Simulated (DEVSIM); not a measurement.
System: double heterostructure, GaAs between p- and n-type In0.49Ga0.51P, at 350 K.

```tsv
layer (left to right)	material	thickness (μm)	Nd (cm⁻³)	Na (cm⁻³)	τn (s)	τp (s)
1	In0.49Ga0.51P	0.360	-	2.1e18	7.6e-10	7.6e-10
2	GaAs	0.0880	7.3e15	-	7.6e-10	7.6e-10
3	In0.49Ga0.51P	0.200	2.1e17	-	7.6e-10	7.6e-10
```

Left contact: ohmic. Right contact: ohmic. Voltage is applied to the left contact. Recombination: SRH at mid-gap, radiative. Mobility is constant in doping.

The device is made up for the run: typed textbook-type constants, with dimensions and the other settings drawn at random. Values at 300 K; Nc and Nv go as T^1.5, mobilities as T to minus their exponent, the gap by Varshni's rule with the affinity fixed.

```tsv
parameter	In0.49Ga0.51P	GaAs
gap (eV)	1.89	1.424
affinity (eV)	4	4.07
permittivity	11.8	12.9
Nc (cm⁻³)	9e17	4.7e17
Nv (cm⁻³)	1.3e19	9e18
μn (cm²/Vs)	1500	8500
μp (cm²/Vs)	80	400
T exponent of μn	1.66	2.1
T exponent of μp	2	2.2
B (cm³/s)	1e-10	2e-10
Varshni α (eV/K)	0.0005	0.000541
Varshni β (K)	250	204
```

Model (solved in DEVSIM): 1D drift-diffusion, Boltzmann statistics, complete ionisation; no tunnelling, impact ionisation, image-force lowering or self-heating. Band offsets follow the typed affinities; no thermionic-emission limit at abrupt steps, no polarisation charge.

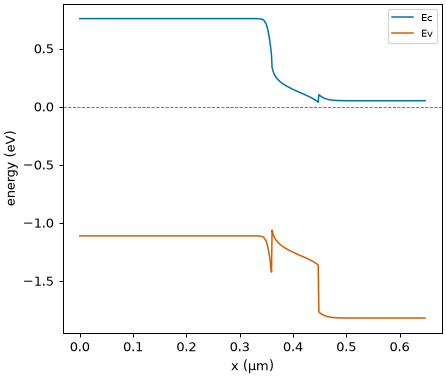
Band edges at 1.05 V on the left contact

Energies count from the Fermi level of the right contact; mesh points crowd at the junctions.

```
x (μm)    Ec (eV)  Ev (eV)  n (cm⁻³)  p (cm⁻³)  field (V/cm)
--------  -------  -------  --------  --------  ------------
0.000       0.758   -1.112     < 1e2    2.1e18           ≈ 0
0.005987    0.758   -1.112    240000    2.1e18           ≈ 0
0.01923     0.758   -1.112    760000    2.1e18           ≈ 0
0.05072     0.758   -1.112   2000000    2.1e18           ≈ 0
0.1513      0.758   -1.112   6000000    2.1e18           ≈ 0
0.2670      0.758   -1.112     1.1e7    2.1e18           ≈ 0
0.3207      0.758   -1.112     1.3e7    2.1e18           -15
0.3498      0.713   -1.157     6.2e7    4.7e17       -120000
0.3581      0.512   -1.358    4.8e10    6.1e14       -370000
0.3626      0.305   -1.096    2.4e13    2.4e18       -150000
0.3713      0.235   -1.165    2.4e14    2.4e17        -51000
0.3990      0.151   -1.250    4.0e15    1.5e16        -22000
0.4267      0.094   -1.307    2.6e16    2.2e15        -21000
0.4405      0.061   -1.340    7.9e16    7.4e14        -29000
0.4486      0.103   -1.767    3.7e16     7.7e8        -42000
0.4558      0.079   -1.790    8.2e16     3.5e8        -25000
0.4708      0.058   -1.812    1.7e17     1.6e8         -6700
0.5036      0.051   -1.819    2.1e17     1.0e8          -250
0.5871      0.051   -1.819    2.1e17     4.3e7           ≈ 0
0.6227      0.051   -1.819    2.1e17     1.8e7           ≈ 0
0.6391      0.051   -1.819    2.1e17   6200000           ≈ 0
0.6480      0.051   -1.819    2.1e17     < 1e2           ≈ 0
```
